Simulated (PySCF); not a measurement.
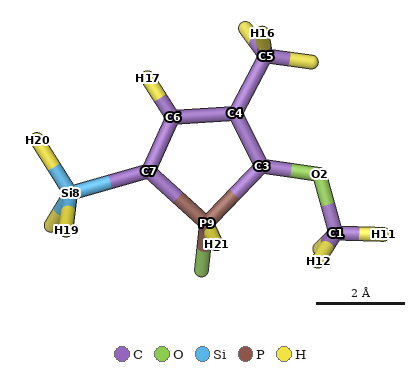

**Figure 1.** The structure as given in the input (stick view, seen at a tilt; atoms are numbered from 1 in the order of the input).

**NMR shielding calculation of C$_{6}$H$_{11}$O$_{2}$PSi**

The run: NMR shielding calculation of C$_{6}$H$_{11}$O$_{2}$PSi, SMILES COC1=C(C)C=C([SiH3])[P@H]1=O. Method and program: GIAO PBE0/pcSseg-1 NMR shielding, non-relativistic, gas phase (PySCF 2.14.0).

The geometry comes from this level: GFN2-xTB. Figures and captions count atoms from 1; the log counts them from 0 in places.

## Output
```
coarse grid: 18760 points
cycle   1  E = -1015.4632138841  dE =  1.762e+00  |g| = 1.018e+00  |ddm| = 4.492e+00
cycle   2  E = -1014.6225493718  dE =  8.407e-01  |g| = 2.226e+00  |ddm| = 3.840e+00
cycle   3  E = -1015.6461590585  dE = -1.024e+00  |g| = 2.924e-01  |ddm| = 3.225e+00
cycle   4  E = -1015.6633207995  dE = -1.716e-02  |g| = 1.310e-01  |ddm| = 5.238e-01
cycle   5  E = -1015.6667735200  dE = -3.453e-03  |g| = 3.266e-02  |ddm| = 1.265e-01
cycle   6  E = -1015.6669929314  dE = -2.194e-04  |g| = 1.078e-02  |ddm| = 3.966e-02
cycle   7  E = -1015.6670179932  dE = -2.506e-05  |g| = 4.676e-03  |ddm| = 1.507e-02
cycle   8  E = -1015.6670226818  dE = -4.689e-06  |g| = 1.077e-03  |ddm| = 4.920e-03
final grid: 172608 points
cycle   9  E = -1015.7473173942  dE = -1.881e-05  |g| = 1.490e-02  |ddm| = 3.882e-02
cycle  10  E = -1015.7472211053  dE =  9.629e-05  |g| = 2.642e-02  |ddm| = 3.806e-02
cycle  11  E = -1015.7473604496  dE = -1.393e-04  |g| = 3.061e-03  |ddm| = 2.720e-02
cycle  12  E = -1015.7473625842  dE = -2.135e-06  |g| = 3.544e-04  |ddm| = 3.033e-03
cycle  13  E = -1015.7473626024  dE = -1.823e-08  |g| = 1.952e-04  |ddm| = 4.899e-04
cycle  14  E = -1015.7473626117  dE = -9.326e-09  |g| = 5.305e-05  |ddm| = 2.357e-04
cycle  15  E = -1015.7473626123  dE = -5.132e-10  |g| = 2.286e-05  |ddm| = 7.138e-05
```

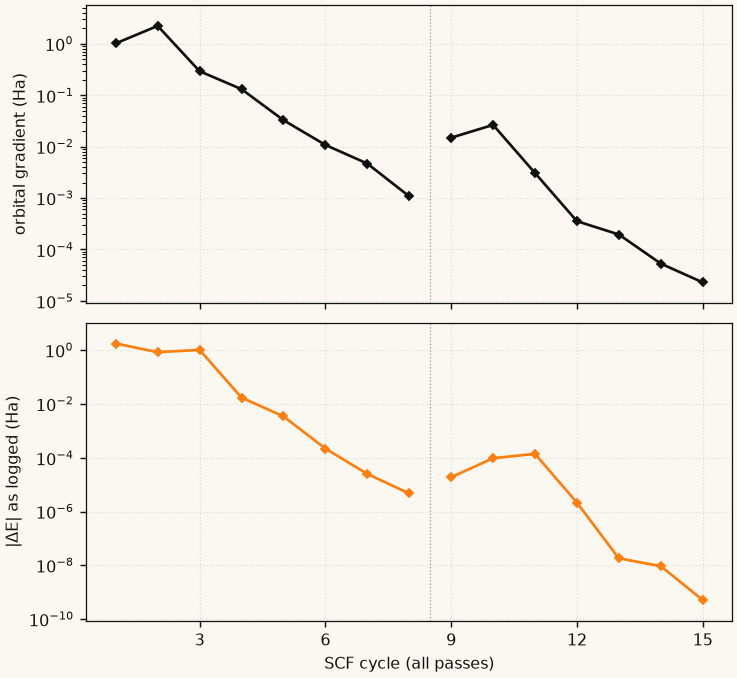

**Figure 2.** Convergence of the self-consistent field: orbital gradient and size of the energy change against the SCF cycle. The dotted line marks the change from a coarse to the final integration grid. The first 8 cycles use a coarse grid, the final grid takes over at cycle 9, and the field converges after 15 cycles in all.

```
converged SCF energy = -1015.7473626123

GIAO shielding tensors (ppm)
atom      isotropic    diamagn.    paramagn.     s11        s22        s33       span
  0 C      124.026     245.868    -121.843     95.950    101.589    174.537     78.587
  1 O      215.402     397.441    -182.039     71.088    259.341    315.778    244.690
  2 C       15.971     270.104    -254.133    -55.779      6.602     97.089    152.868
  3 C       60.337     263.385    -203.048    -29.133     62.050    148.094    177.227
  4 C      173.104     244.519     -71.415    159.167    174.294    185.851     26.684
  5 C       22.894     251.993    -229.099    -92.777     26.232    135.227    228.005
  6 C       65.602     274.372    -208.770    -20.574     48.823    168.558    189.131
  7 Si     429.645     880.640    -450.995    406.997    419.940    461.998     55.001
  8 P      327.233     968.016    -640.783    196.718    282.816    502.163    305.445
  9 O      265.332     393.311    -127.979    123.875    325.391    346.729    222.854
 10 H       27.464      27.648      -0.184     23.390     25.902     33.100      9.710
 11 H       27.477      29.761      -2.284     23.943     26.414     32.075      8.132
 12 H       27.072      29.439      -2.367     23.307     25.936     31.974      8.667
 13 H       30.097      28.748       1.349     25.914     27.805     36.573     10.659
 14 H       29.306      30.041      -0.735     23.882     30.045     33.989     10.107
 15 H       30.103      28.486       1.617     26.023     27.551     36.736     10.713
 16 H       24.594      34.887     -10.293     21.936     23.226     28.621      6.685
 17 H       27.160      28.269      -1.109     23.693     25.748     32.037      8.344
 18 H       27.279      28.262      -0.982     23.541     25.815     32.482      8.941
 19 H       27.516      28.701      -1.185     24.203     26.274     32.072      7.869
 20 H       24.044      30.707      -6.663     20.104     21.922     30.107     10.003
```

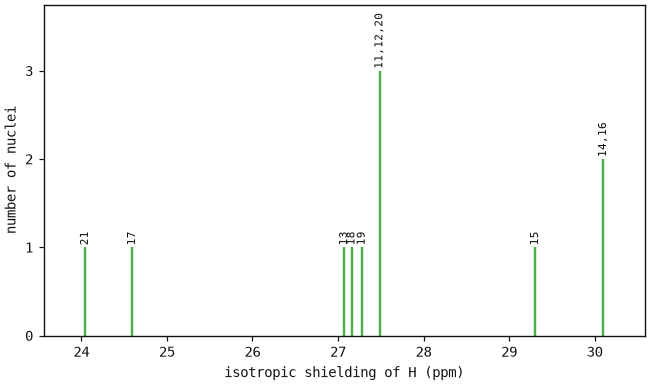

**Figure 3.** Isotropic shieldings of the hydrogen nuclei in this fixed geometry, labelled by atom number; shielding grows to the right, so chemical shift grows to the left. The least shielded is H21 (24.0 ppm), the most shielded H16 (30.1 ppm).

The run was set up as follows.

## Input
```
{"job": {"kind": "nmr", "xc": "PBE0", "basis": "pcSseg-1"}, "charge": 0, "multiplicity": 1}
C     -2.516453     1.810038    -0.467717
O     -2.229776     0.676590     0.317462
C     -0.979320     0.204658     0.167741
C     -0.502004    -0.927867     0.735248
C     -1.300613    -1.878744     1.564471
C      0.900444    -1.165216     0.453829
C      1.554742    -0.261715    -0.300809
Si     3.330671    -0.236107    -0.887315
P      0.388208     1.042557    -0.721614
O      0.227810     1.441216    -2.121656
H     -3.508476     2.150443    -0.174707
H     -1.781004     2.604609    -0.284932
H     -2.504453     1.563696    -1.533758
H     -1.222949    -2.889036     1.164092
H     -2.343961    -1.576575     1.577703
H     -0.924766    -1.893480     2.587532
H      1.371675    -2.057131     0.841320
H      3.372906    -0.291463    -2.346984
H      3.958452     0.999653    -0.409357
H      3.988285    -1.402540    -0.295263
H      0.711660     2.103357     0.134241
```

The first line tells a small driver script what to run in PySCF; the rest is the geometry in Å.

Command:
```bash
OMP_NUM_THREADS=1 python <driver script> task.json out
```

## Key numbers

| quantity | value |
| --- | --- |
| outcome | converged |
| total energy | −1015.747363 hartree |
| HOMO | −6.37 eV |
| LUMO | −1.95 eV |
| dipole moment | 3.18 D |
| isotropic shielding, C | 16.0 to 173.1 ppm |
| isotropic shielding, O | 215.4 to 265.3 ppm |
| isotropic shielding, Si | 429.6 ppm |
| isotropic shielding, P | 327.2 ppm |
| isotropic shielding, H | 24.0 to 30.1 ppm |
| hardware | 1 CPU thread, shared host |
| wall time | 71 s |
| peak memory | 1.1 GiB |
